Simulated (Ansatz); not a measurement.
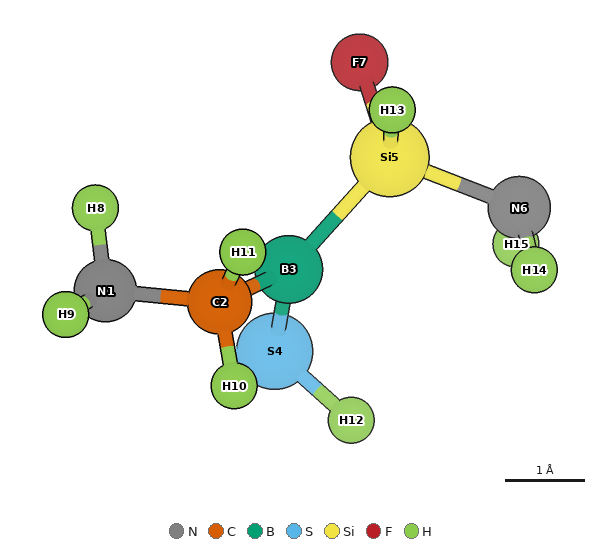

**Figure 1.** The starting structure (ball-and-stick view, seen at a tilt; atoms are numbered from 1 in the order of the input).

## Run report: CH₈BFN₂SSi, geometry relaxation (part 1 of 2)

CH₈BFN₂SSi, SMILES NCB(S)[SiH](N)F, computed with RKS BHLYP/6-31G (Ansatz 0.2.0).

The run did not end well. It belongs to a series of runs on one base structure; here: end point B relaxed.

### Input file
```yaml
crystal:
  periodic: [false, false, false]
  atoms:
    - { symbol: "N", position_ang: [0.5253, -2.112, 0.7794] }
    - { symbol: C, position_ang: [1.0391, -0.7454, 0.5389] }
    - { symbol: B, position_ang: [0.3186, -0.0616, -0.7383] }
    - { symbol: S, position_ang: [0.5848, -0.8437, -2.4285] }
    - { symbol: Si, position_ang: [-0.6637, 1.5728, -0.5433] }
    - { symbol: "N", position_ang: [0.08007, 2.852, -1.56498] }
    - { symbol: F, position_ang: [-2.28341, 1.33639, -1.05656] }
    - { symbol: H, position_ang: [-0.4563, -1.9328, 1.1321] }
    - { symbol: H, position_ang: [1.0346, -2.5049, 1.5713] }
    - { symbol: H, position_ang: [2.1337, -0.8302, 0.3608] }
    - { symbol: H, position_ang: [0.8911, -0.1072, 1.4629] }
    - { symbol: H, position_ang: [1.7001, -0.1176, -2.6906] }
    - { symbol: H, position_ang: [-0.64345, 2.05083, 0.87549] }
    - { symbol: H, position_ang: [1.09427, 2.93442, -1.28717] }
    - { symbol: H, position_ang: [0.10177, 2.48792, -2.55887] }
basis:
  gaussian: { orbitals: "6-31G" }
hamiltonian:
  xc: { name: BHLYP }
relax:
  f_tol: 0.015
  max_steps: 40
```

Launched with:
```bash
ansatz run input.yaml --threads 1 --pin off --max-ram 2048MiB --backend cpu --events-out ev --progress --plain --runs-dir out
```

### The program's output
```
The last accepted step is kept in [file] (removed where the run ends without a failure and the disk answers)
Engine: ansatz 0.2.0, x86_64-unknown-linux-gnu
Functional definition: BHLYP
  parameter a = 0.5
  exchange = (1 - a)*b88_x + a*exact_x
  correlation = lyp_c
1219 factors; integrals over basis functions are off by at most 1.6e-4 eV
mean field evaluation 1: about -26237.4812 eV, gradient 6.0e1 eV
mean field evaluation 2: about -26235.4363 eV, gradient 6.8e1 eV
mean field evaluation 4: about -26245.1699 eV, gradient 2.5e0 eV
mean field evaluation 8: about -26245.1792 eV, gradient 7.1e-2 eV
mean field evaluation 16: about -26245.1792 eV, gradient 3.1e-5 eV
mean field -26245.17922412 eV, -964.4925468649 hartree, gradient 3.1e-5 eV, S^2 0.000000; 0 other end points of the search recorded, 0 dependent functions left out
the calculation of the forces begins
reference -26245.17941289 eV, -964.4925538020 hartree; 36, 36 occupied and 51, 51 virtual orbitals, 1219 factors
relax step   1: F+E_penalty+E_count = -26245.17922412 eV  Δ(F+E_penalty+E_count) = +0.000e0 eV  max|allowed force component| = 2.207e0 eV/Å  Δτ_max = 0.0000 Å  (29 SCF iters, accepted)
these checks for a lower state are left out or cut short: starts, cluster_reference, orbital_swaps, neighbouring_geometries, increment
1219 factors; integrals over basis functions are off by at most 1.6e-4 eV
mean field -26245.75933408 eV, -964.5138655126 hartree, gradient 1.1e-5 eV, S^2 0.000000; 0 other end points of the search recorded, 0 dependent functions left out
[... from here on the field's lines of each further geometry are left out, up to the last ...]
relax step   2: F+E_penalty+E_count = -26245.75933408 eV  Δ(F+E_penalty+E_count) = -5.801e-1 eV  max|allowed force component| = 1.997e0 eV/Å  Δτ_max = 0.1947 Å  (32 SCF iters, accepted)
relax step   3: F+E_penalty+E_count = -26246.06930184 eV  Δ(F+E_penalty+E_count) = -3.100e-1 eV  max|allowed force component| = 1.335e0 eV/Å  Δτ_max = 0.1947 Å  (31 SCF iters, accepted)
relax step   4: F+E_penalty+E_count = -26246.24485755 eV  Δ(F+E_penalty+E_count) = -1.756e-1 eV  max|allowed force component| = 1.204e0 eV/Å  Δτ_max = 0.1947 Å  (31 SCF iters, accepted)
relax step   5: F+E_penalty+E_count = -26246.41021119 eV  Δ(F+E_penalty+E_count) = -1.654e-1 eV  max|allowed force component| = 8.878e-1 eV/Å  Δτ_max = 0.1934 Å  (29 SCF iters, accepted)
relax step   6: F+E_penalty+E_count = -26246.56182673 eV  Δ(F+E_penalty+E_count) = -1.516e-1 eV  max|allowed force component| = 1.189e0 eV/Å  Δτ_max = 0.1966 Å  (31 SCF iters, accepted)
relax step   7: F+E_penalty+E_count = -26246.72976560 eV  Δ(F+E_penalty+E_count) = -1.679e-1 eV  max|allowed force component| = 1.305e0 eV/Å  Δτ_max = 0.1948 Å  (29 SCF iters, accepted)
relax step   8: F+E_penalty+E_count = -26246.93336119 eV  Δ(F+E_penalty+E_count) = -2.036e-1 eV  max|allowed force component| = 8.881e-1 eV/Å  Δτ_max = 0.2000 Å  (28 SCF iters, accepted)
relax step   9: F+E_penalty+E_count = -26247.05866219 eV  Δ(F+E_penalty+E_count) = -1.253e-1 eV  max|allowed force component| = 6.474e-1 eV/Å  Δτ_max = 0.2000 Å  (29 SCF iters, accepted)
relax step  10: F+E_penalty+E_count = -26247.12923354 eV  Δ(F+E_penalty+E_count) = -7.057e-2 eV  max|allowed force component| = 7.257e-1 eV/Å  Δτ_max = 0.1948 Å  (28 SCF iters, accepted)
relax step  11: F+E_penalty+E_count = -26247.18545523 eV  Δ(F+E_penalty+E_count) = -5.622e-2 eV  max|allowed force component| = 2.878e-1 eV/Å  Δτ_max = 0.2000 Å  (28 SCF iters, accepted)
relax step  12: F+E_penalty+E_count = -26247.21207004 eV  Δ(F+E_penalty+E_count) = -2.661e-2 eV  max|allowed force component| = 4.537e-1 eV/Å  Δτ_max = 0.1903 Å  (28 SCF iters, accepted)
relax step  13: F+E_penalty+E_count = -26247.23660855 eV  Δ(F+E_penalty+E_count) = -2.454e-2 eV  max|allowed force component| = 2.149e-1 eV/Å  Δτ_max = 0.0954 Å  (25 SCF iters, accepted)
relax step  14: F+E_penalty+E_count = -26247.26491351 eV  Δ(F+E_penalty+E_count) = -2.830e-2 eV  max|allowed force component| = 4.137e-1 eV/Å  Δτ_max = 0.1903 Å  (28 SCF iters, accepted)
relax step  15: F+E_penalty+E_count = -26247.27683145 eV  Δ(F+E_penalty+E_count) = -1.192e-2 eV  max|allowed force component| = 7.987e-1 eV/Å  Δτ_max = 0.1798 Å  (27 SCF iters, accepted)
relax step  16: F+E_penalty+E_count = -26247.32023985 eV  Δ(F+E_penalty+E_count) = -4.341e-2 eV  max|allowed force component| = 3.710e-1 eV/Å  Δτ_max = 0.1507 Å  (29 SCF iters, accepted)
relax step  17: F+E_penalty+E_count = -26247.37831087 eV  Δ(F+E_penalty+E_count) = -5.807e-2 eV  max|allowed force component| = 4.242e-1 eV/Å  Δτ_max = 0.1941 Å  (28 SCF iters, accepted)
relax step  18: F+E_penalty+E_count = -26247.46757017 eV  Δ(F+E_penalty+E_count) = -8.926e-2 eV  max|allowed force component| = 5.983e-1 eV/Å  Δτ_max = 0.1950 Å  (28 SCF iters, accepted)
relax step  19: F+E_penalty+E_count = -26247.55222941 eV  Δ(F+E_penalty+E_count) = -8.466e-2 eV  max|allowed force component| = 7.818e-1 eV/Å  Δτ_max = 0.1953 Å  (27 SCF iters, accepted)
relax step  20: F+E_penalty+E_count = -26247.58862907 eV  Δ(F+E_penalty+E_count) = -3.640e-2 eV  max|allowed force component| = 4.806e-1 eV/Å  Δτ_max = 0.1209 Å  (24 SCF iters, accepted)
relax step  21: F+E_penalty+E_count = -26247.60782176 eV  Δ(F+E_penalty+E_count) = -1.919e-2 eV  max|allowed force component| = 2.022e-1 eV/Å  Δτ_max = 0.1802 Å  (25 SCF iters, accepted)
relax step  22: F+E_penalty+E_count = -26247.61798227 eV  Δ(F+E_penalty+E_count) = -1.016e-2 eV  max|allowed force component| = 1.576e-1 eV/Å  Δτ_max = 0.1112 Å  (25 SCF iters, accepted)
relax step  23: F+E_penalty+E_count = -26247.62656131 eV  Δ(F+E_penalty+E_count) = -8.579e-3 eV  max|allowed force component| = 2.311e-1 eV/Å  Δτ_max = 0.1790 Å  (27 SCF iters, accepted)
relax step  24: F+E_penalty+E_count = -26247.63360492 eV  Δ(F+E_penalty+E_count) = -7.044e-3 eV  max|allowed force component| = 2.461e-1 eV/Å  Δτ_max = 0.0842 Å  (25 SCF iters, accepted)
relax step  25: F+E_penalty+E_count = -26247.64193796 eV  Δ(F+E_penalty+E_count) = -8.333e-3 eV  max|allowed force component| = 2.623e-1 eV/Å  Δτ_max = 0.1263 Å  (24 SCF iters, accepted)
relax step  26: F+E_penalty+E_count = -26247.64861492 eV  Δ(F+E_penalty+E_count) = -6.677e-3 eV  max|allowed force component| = 3.816e-1 eV/Å  Δτ_max = 0.1709 Å  (27 SCF iters, accepted)
relax step  27: F+E_penalty+E_count = -26247.65662406 eV  Δ(F+E_penalty+E_count) = -8.009e-3 eV  max|allowed force component| = 3.905e-1 eV/Å  Δτ_max = 0.1250 Å  (25 SCF iters, accepted)
relax step  28: F+E_penalty+E_count = -26247.66984598 eV  Δ(F+E_penalty+E_count) = -1.322e-2 eV  max|allowed force component| = 5.342e-1 eV/Å  Δτ_max = 0.1952 Å  (27 SCF iters, accepted)
relax step  29: F+E_penalty+E_count = -26247.67783856 eV  Δ(F+E_penalty+E_count) = -7.993e-3 eV  max|allowed force component| = 9.640e-1 eV/Å  Δτ_max = 0.1948 Å  (28 SCF iters, accepted)
relax step  30: F+E_penalty+E_count = -26247.71316228 eV  Δ(F+E_penalty+E_count) = -3.532e-2 eV  max|allowed force component| = 5.300e-1 eV/Å  Δτ_max = 0.1907 Å  (26 SCF iters, accepted)
relax step  31: F+E_penalty+E_count = -26247.73619174 eV  Δ(F+E_penalty+E_count) = -2.303e-2 eV  max|allowed force component| = 5.309e-1 eV/Å  Δτ_max = 0.1950 Å  (27 SCF iters, accepted)
relax step  32: F+E_penalty+E_count = -26247.75613877 eV  Δ(F+E_penalty+E_count) = -1.995e-2 eV  max|allowed force component| = 4.598e-1 eV/Å  Δτ_max = 0.1911 Å  (27 SCF iters, accepted)
relax step  33: F+E_penalty+E_count = -26247.77337564 eV  Δ(F+E_penalty+E_count) = -1.724e-2 eV  max|allowed force component| = 3.573e-1 eV/Å  Δτ_max = 0.1264 Å  (24 SCF iters, accepted)
relax step  34: F+E_penalty+E_count = -26247.78115727 eV  Δ(F+E_penalty+E_count) = -7.782e-3 eV  max|allowed force component| = 3.822e-1 eV/Å  Δτ_max = 0.2000 Å  (28 SCF iters, accepted)
relax step  35: F+E_penalty+E_count = -26247.79618922 eV  Δ(F+E_penalty+E_count) = -1.503e-2 eV  max|allowed force component| = 2.982e-1 eV/Å  Δτ_max = 0.1013 Å  (25 SCF iters, accepted)
relax step  36: F+E_penalty+E_count = -26247.80242630 eV  Δ(F+E_penalty+E_count) = -6.237e-3 eV  max|allowed force component| = 3.446e-1 eV/Å  Δτ_max = 0.0960 Å  (25 SCF iters, accepted)
relax step  37: F+E_penalty+E_count = -26247.81126404 eV  Δ(F+E_penalty+E_count) = -8.838e-3 eV  max|allowed force component| = 2.859e-1 eV/Å  Δτ_max = 0.2000 Å  (27 SCF iters, accepted)
relax step  38: F+E_penalty+E_count = -26247.81217511 eV  Δ(F+E_penalty+E_count) = -9.111e-4 eV  max|allowed force component| = 2.602e-1 eV/Å  Δτ_max = 0.0137 Å  (23 SCF iters, accepted)
the calculation of the forces begins
reference -26247.81052107 eV, -964.5892452443 hartree; 36, 36 occupied and 51, 51 virtual orbitals, 1219 factors
relax step  39: F+E_penalty+E_count = -26247.81033266 eV  Δ(F+E_penalty+E_count) = +1.842e-3 eV  max|allowed force component| = 2.825e-1 eV/Å  Δτ_max = 0.0758 Å  (25 SCF iters, rejected (line search))
these checks for a lower state are left out or cut short: starts, cluster_reference, orbital_swaps, neighbouring_geometries, increment
1219 factors; integrals over basis functions are off by at most 1.9e-4 eV
mean field -26247.81373892 eV, -964.5893634980 hartree, gradient 4.1e-5 eV, S^2 0.000000; 0 other end points of the search recorded, 0 dependent functions left out
the calculation of the forces begins
reference -26247.81392743 eV, -964.5893704259 hartree; 36, 36 occupied and 51, 51 virtual orbitals, 1219 factors
relax step  40: F+E_penalty+E_count = -26247.81373892 eV  Δ(F+E_penalty+E_count) = -1.564e-3 eV  max|allowed force component| = 9.935e-2 eV/Å  Δτ_max = 0.0378 Å  (25 SCF iters, accepted)
```

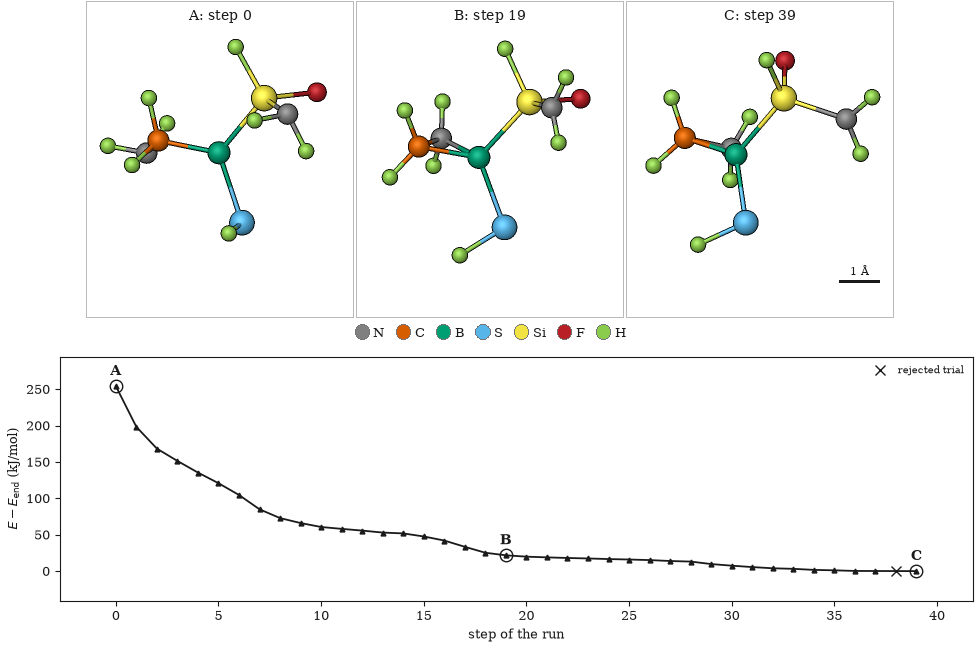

**Figure 2.** Frames of the relaxation (ball-and-stick view, seen at a tilt) above the curves, on which the letters mark them (the first geometry is step 0 here and step 1 in the log).

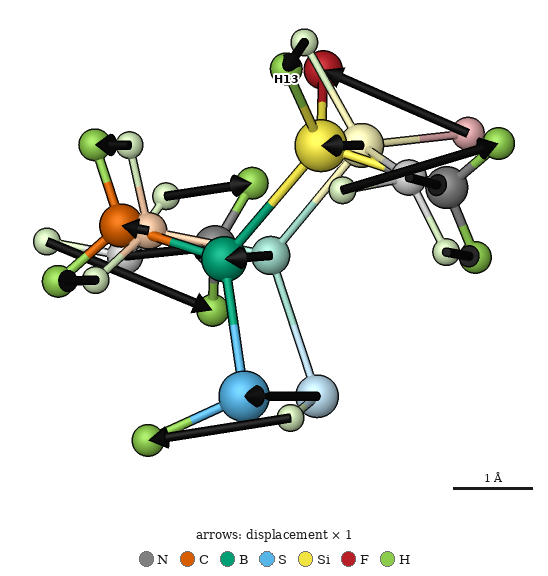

**Figure 3.** Start (faint) and end (solid) with the displacements as black arrows, at true length (ball-and-stick view, seen at a tilt). The two geometries are laid on each other by the best rigid fit. The relaxation stopped without meeting its thresholds, so the last structure isn't shown to be converged. The energy falls by 254.2 kJ/mol in 39 geometry steps. The largest force component goes from 2.2 to 0.099 eV/Å. The line search rejected the trial step at point 38 (counted from 0) and went back. The atom that moves furthest after the best rigid fit is H9 (2.28 Å). Largest moves by element: H 2.28 Å, F 2.01 Å, S 1.49 Å, N 1.25 Å, B 0.69 Å, Si 0.63 Å. Among the contacts that change: N1–B3 2.559 → 1.645 Å, B3–Si5 1.917 → 1.999 Å, Si5–N6 1.798 → 1.738 Å, C2–B3 1.618 → 1.559 Å. New bonds form: N1–B3 (2.56 → 1.65 Å). Among the angles that change: N1–C2–B3 111.3° → 64.8°, Si5–N6–H14 107.7° → 124.1°, Si5–N6–H15 107.3° → 121.9°. (Atoms are counted from 1 in the order of the input.)
